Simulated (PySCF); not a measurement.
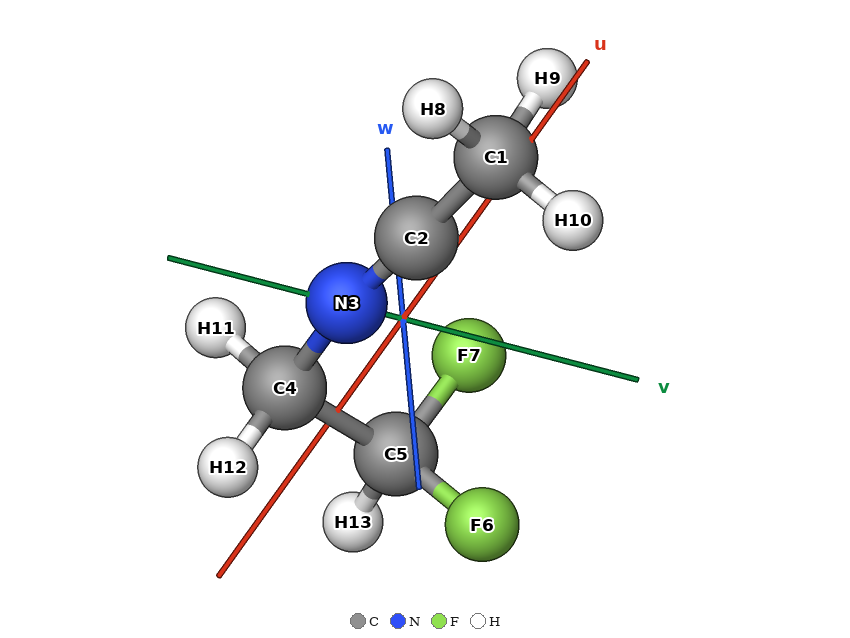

The lines u, v and w are the principal axes of the static dipole polarisability. The species has charge +1 and is a spin singlet. Computed geometry: GFN2-xTB optimisation. No frequency run is at hand to confirm it as a minimum. Method: PBE0/def2-SVPD (PySCF 2.14.0).

Along which axis is the molecule most polarisable, and along which least?

Answer. Most along u (nearly parallel to the N3–C4 bond), least along w.

Give the three principal values.

Answer. u 75.8, v 43.5, w 41.3 bohr³; mean 53.5, anisotropy 33.5 bohr³.
